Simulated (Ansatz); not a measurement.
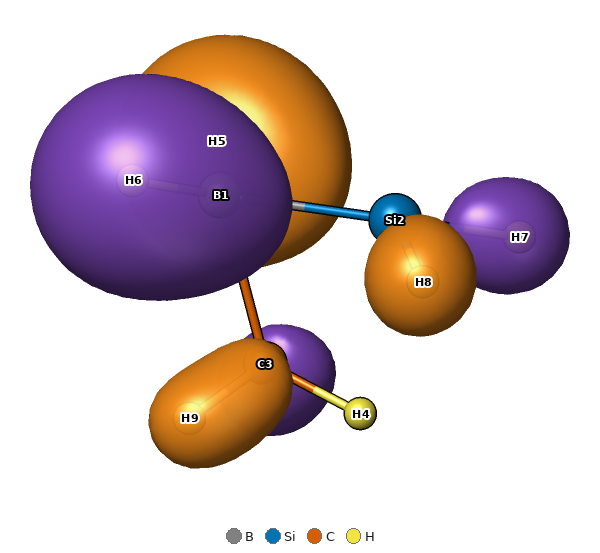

Figure 1: CH₇BSi. The HOMO−1 at ±0.1 Å⁻³ᐟ² (orange and purple are the two phases), seen at a tilt.

The product side of a reaction path; geometry: PBE0-D4/def2-TZVP.

Computed with Ansatz 0.2.0, RKS PBE0-D4/def2-TZVPP.

```json
{"atom": "B", "x (Å)": "-0.4287", "y (Å)": "0.3984", "z (Å)": "1.0319"}
{"atom": "Si", "x (Å)": "1.2643", "y (Å)": "0.0146", "z (Å)": "0.2482"}
{"atom": "C", "x (Å)": "-0.6787", "y (Å)": "-0.1762", "z (Å)": "-0.5995"}
{"atom": "H", "x (Å)": "0.0922", "y (Å)": "-0.4911", "z (Å)": "-1.3483"}
{"atom": "H", "x (Å)": "-0.7090", "y (Å)": "1.5566", "z (Å)": "1.1302"}
{"atom": "H", "x (Å)": "-0.8234", "y (Å)": "-0.3948", "z (Å)": "1.8351"}
{"atom": "H", "x (Å)": "1.9500", "y (Å)": "0.8835", "z (Å)": "-0.7487"}
{"atom": "H", "x (Å)": "1.8158", "y (Å)": "-1.3563", "z (Å)": "0.0615"}
{"atom": "H", "x (Å)": "-1.2912", "y (Å)": "-1.0681", "z (Å)": "-0.4984"}
{"atom": "H", "x (Å)": "-1.1915", "y (Å)": "0.6334", "z (Å)": "-1.1120"}
```

What is the character of this orbital?

Answer. It lies mainly on B1 (about 35 %), H5 (about 25 %) and H6 (about 25 %). Its energy is −8.72 eV.
